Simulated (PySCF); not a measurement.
## Two runs on C₂H₈BrPSi₂

System: C₂H₈BrPSi₂, SMILES Br[Si@@H]1CC[SiH2]P1.
Method of run A: TDDFT CAM-B3LYP/def2-SVPD, vertical, gas phase, core orbitals frozen in the response (PySCF 2.14.0).

The geometry comes from this level: PBE0-D3(BJ)/def2-SVP. Text and figures count atoms from 1; the logs count them from 0 in places.

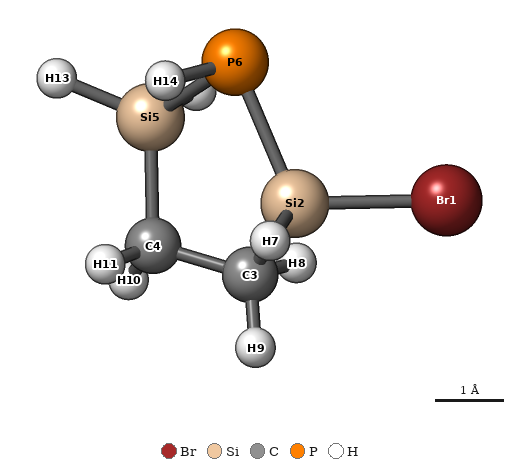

Figure 1. The structure as given in the input (ball-and-stick view, seen at a tilt; atoms are numbered from 1 in the order of the input).

**Input file, run A**
```
{"job": {"kind": "uv", "xc": "CAM-B3LYP", "basis": "def2-SVPD", "ip": true}, "charge": 0, "multiplicity": 1}
Br     3.912471    -2.657543    -0.568738
Si     2.141005    -1.688042     0.384298
C      0.562115    -2.427449    -0.352570
C     -0.596064    -1.429997    -0.232159
Si    -0.018050     0.253345    -0.890347
P      2.083425     0.539717    -0.056858
H      2.260589    -1.917189     1.853814
H      0.783212    -2.639884    -1.413470
H      0.340086    -3.399546     0.118561
H     -1.494066    -1.780300    -0.768653
H     -0.893321    -1.298087     0.823194
H      0.084710     0.209546    -2.381195
H     -0.903785     1.387628    -0.490430
H      1.593911     0.829312     1.257378
```

The first line tells a small driver script what to run in PySCF; the rest is the geometry in Å.

Hardware: 1 CPU thread, shared host.

**Output (run A)**
```
coarse grid: 56704 points
cycle   1  E = -3574.9977852358  dE = -6.339e-01  |g| = 3.479e-01  |ddm| = 4.648e+00
cycle   2  E = -3575.0149627901  dE = -1.718e-02  |g| = 2.672e-01  |ddm| = 1.061e+00
cycle   3  E = -3575.0360173395  dE = -2.105e-02  |g| = 4.383e-02  |ddm| = 4.994e-01
cycle   4  E = -3575.0364970011  dE = -4.797e-04  |g| = 1.255e-02  |ddm| = 8.387e-02
cycle   5  E = -3575.0365390470  dE = -4.205e-05  |g| = 3.713e-03  |ddm| = 3.156e-02
cycle   6  E = -3575.0365437410  dE = -4.694e-06  |g| = 9.436e-04  |ddm| = 8.663e-03
final grid: 114248 points
cycle   7  E = -3575.0365023144  dE = -1.770e-07  |g| = 9.600e-04  |ddm| = 4.805e-03
cycle   8  E = -3575.0365022764  dE =  3.792e-08  |g| = 1.050e-03  |ddm| = 2.943e-03
cycle   9  E = -3575.0365025892  dE = -3.128e-07  |g| = 4.730e-05  |ddm| = 1.482e-03
cycle  10  E = -3575.0365025904  dE = -1.196e-09  |g| = 2.569e-05  |ddm| = 1.499e-04
cycle  11  E = -3575.0365025908  dE = -3.547e-10  |g| = 4.014e-06  |ddm| = 9.075e-05
converged SCF energy = -3575.0365025908

Static polarisability (au): isotropic 122.644, principal 102.950 118.688 146.294

Singlet excitations
state   eV       nm        f      main configurations
  1   5.8688    211.3   0.00375   H->L 0.78, H->L+1 0.09
  2   6.3938    193.9   0.00530   H->L+1 0.52, H-1->L 0.23, H->L 0.09
  3   6.5187    190.2   0.00305   H-1->L 0.32, H->L+2 0.27, H->L+1 0.14
  4   6.6454    186.6   0.02489   H-1->L+1 0.64, H->L+3 0.11
  5   6.7731    183.1   0.01663   H-2->L+1 0.46, H-2->L 0.31
  6   6.8986    179.7   0.08195   H->L+2 0.49, H-1->L 0.20, H-1->L+1 0.08
  7   7.0136    176.8   0.10196   H->L+3 0.68
  8   7.1629    173.1   0.00211   H-2->L 0.49, H-2->L+1 0.32
  9   7.3543    168.6   0.00506   H-1->L+2 0.44, H->L+4 0.15
 10   7.5892    163.4   0.19032   H-1->L+3 0.54

Triplet excitations (Tamm-Dancoff, eV): 5.3547 5.7814 5.9764 6.1150
Vertical ionisation energy (delta-SCF) = 9.3958 eV
```

The input of run B differs as follows (lines with − go, lines with + come):
```diff
-"xc": "CAM-B3LYP"
+"xc": "LC-wPBE"
```

Predict how the results change.

The total energies belong to different methods, so their difference says nothing on which is more stable or more accurate. The HOMO goes from −8.78 to −10.11 eV. The LUMO goes from 0.40 to 1.45 eV. The dipole moment goes from 2.81 to 2.94 D. The lowest excitation goes from 5.87 to 6.15 eV. The strongest computed line goes from 7.59 to 8.07 eV. The functional changes from CAM-B3LYP to LC-wPBE. The number of SCF iterations is the same.

**Output (run B)**
```
coarse grid: 56704 points
cycle   1  E = -3574.2171024343  dE = -5.501e-01  |g| = 3.525e-01  |ddm| = 4.619e+00
cycle   2  E = -3574.2532053324  dE = -3.610e-02  |g| = 1.797e-01  |ddm| = 9.996e-01
cycle   3  E = -3574.2634638744  dE = -1.026e-02  |g| = 4.165e-02  |ddm| = 4.256e-01
cycle   4  E = -3574.2641498389  dE = -6.860e-04  |g| = 1.522e-02  |ddm| = 1.195e-01
cycle   5  E = -3574.2642168799  dE = -6.704e-05  |g| = 3.333e-03  |ddm| = 3.911e-02
cycle   6  E = -3574.2642228361  dE = -5.956e-06  |g| = 1.141e-03  |ddm| = 1.126e-02
final grid: 114248 points
cycle   7  E = -3574.2641644595  dE = -7.840e-07  |g| = 6.304e-04  |ddm| = 4.701e-03
cycle   8  E = -3574.2641645998  dE = -1.403e-07  |g| = 4.561e-04  |ddm| = 1.782e-03
cycle   9  E = -3574.2641646475  dE = -4.773e-08  |g| = 9.874e-05  |ddm| = 5.797e-04
cycle  10  E = -3574.2641646609  dE = -1.338e-08  |g| = 2.665e-05  |ddm| = 6.333e-04
cycle  11  E = -3574.2641646612  dE = -3.138e-10  |g| = 6.864e-06  |ddm| = 8.263e-05
converged SCF energy = -3574.2641646612

Static polarisability (au): isotropic 119.715, principal 100.748 115.901 142.495

Singlet excitations
state   eV       nm        f      main configurations
  1   6.1509    201.6   0.00582   H->L 0.68, H->L+1 0.09
  2   6.7952    182.5   0.00371   H-1->L 0.36, H->L+1 0.17, H->L+2 0.11
  3   6.8821    180.2   0.01079   H-1->L+1 0.28, H->L+1 0.19, H->L+2 0.14
  4   7.0871    174.9   0.00805   H-1->L+1 0.33, H->L+1 0.18, H->L+3 0.09
  5   7.1483    173.4   0.01530   H-2->L+1 0.47, H-2->L 0.15
  6   7.3103    169.6   0.15365   H->L+2 0.33, H-1->L 0.26
  7   7.5420    164.4   0.11837   H->L+3 0.64
  8   7.7545    159.9   0.00579   H-2->L 0.46, H-2->L+1 0.15
  9   7.8104    158.7   0.00954   H-1->L+2 0.36, H->L+7 0.09
 10   8.0662    153.7   0.18998   H-1->L+3 0.22, H-1->L+4 0.12, H-4->L+1 0.11

Triplet excitations (Tamm-Dancoff, eV): 5.4754 5.8750 6.2462 6.3694
Vertical ionisation energy (delta-SCF) = 9.4696 eV
```

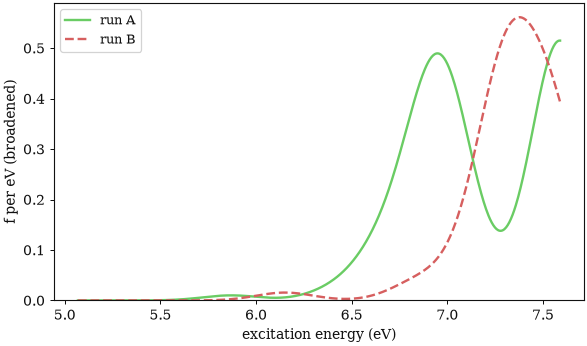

Figure 2. Absorption of the two runs from their computed states, each broadened by a Gaussian of 0.35 eV full width; the range ends where the shorter list of states ends.

**The two runs side by side**

| quantity | run A | run B |
| --- | --- | --- |
| outcome | converged | converged |
| total energy (hartree) | −3575.036503 | −3574.264165 |
| HOMO (eV) | −8.78 | −10.11 |
| LUMO (eV) | 0.40 | 1.45 |
| dipole moment (D) | 2.81 | 2.94 |
| lowest excitation (eV) | 5.87 | 6.15 |
| SCF iterations | 11 | 11 |
| strongest computed line (eV) | 7.59 | 8.07 |
| basis functions | 217 | 217 |
| wall time (shared host) | 4 min | 4.9 min |

For both runs: Spin–orbit coupling is left out, which matters for the heavy atoms.
